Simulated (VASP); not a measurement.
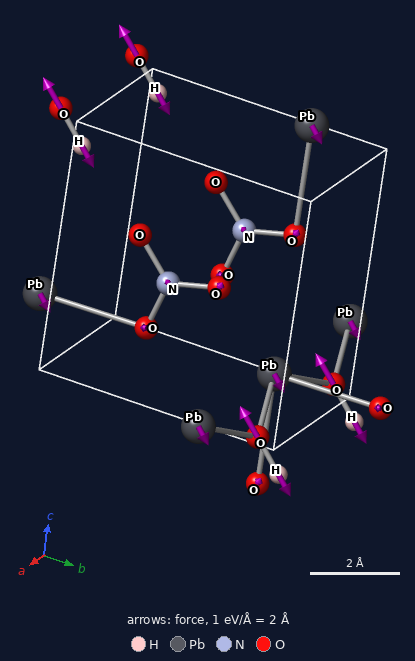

Starting geometry of crystalline HPbNO4 (a generated structure, set up in P1) with the computed forces as purple arrows. The picture is a ball-and-stick view of the cell of the calculation, seen slightly off an axis.

The run lets cell and atoms move.

Method: VASP 6.6.1, Kohn-Sham DFT of a periodic cell, PBEsol, VASP PAW PBE potentials, recommended.

Input file:
```
SYSTEM = HPbNO4
  PREC = Accurate
  ENCUT = 600
  EDIFF = 1E-6
  ISMEAR = -1
  SIGMA = 0.05
  LREAL = .FALSE.
  LASPH = .TRUE.
  NELM = 60
  ALGO = Fast
  ISIF = 3
  LWAVE = .FALSE.
  LCHARG = .FALSE.
  GGA = PS
  IBRION = 2
  NSW = 60
  EDIFFG = -0.01
  KPAR = 4
```

Command:
```bash
cat potpaw_PBE.64/H/POTCAR potpaw_PBE.64/Pb_d/POTCAR potpaw_PBE.64/N/POTCAR potpaw_PBE.64/O/POTCAR > POTCAR
mpirun -np 4 vasp_std > vasp.out
```

Q: Is this structure relaxed? If not, where do the atoms go?

A: It isn't relaxed: the largest force vector, on an O atom, is 0.41 eV/Å. The final displacements have little in common with the starting forces (cosine between the two patterns −0.07). Over 48 geometry steps the energy falls by 10.2 meV per atom. Largest force component: 0.33 eV/Å at the start, 0.0077 eV/Å at the end. Pressure: −1.93 GPa at the start and −0.04 GPa at the end. The Pb atom moves most relative to the cell: 0.091 Å along [0 −1 1]. By element the largest moves are Pb 0.091 Å, O 0.060 Å, H 0.047 Å, N 0.014 Å. The drawn cell changes as follows: a 4.275 → 4.169 Å (−2.5 %), b 5.609 → 5.368 Å (−4.3 %), c 5.670 → 5.438 Å (−4.1 %), α 100.0° → 98.8°, β 111.9° → 112.2°, γ 111.8° → 112.3°; the volume changes by −10.4 %. Near-neighbour distances that change, for instance: O–Pb 2.659 → 2.613 Å, O–Pb 2.345 → 2.311 Å, O–Pb 2.681 → 2.655 Å, H–O 0.972 → 0.978 Å. Bond angles that change, for instance: O–Pb–O 131.7° → 129.0°, Pb–O–Pb 131.7° → 129.0°, Pb–O–N 105.9° → 103.9°. The space group stays P1 (No. 1). The volume changes by over a tenth within one run on a fixed set of plane waves, so the end point should be relaxed again from the new cell.
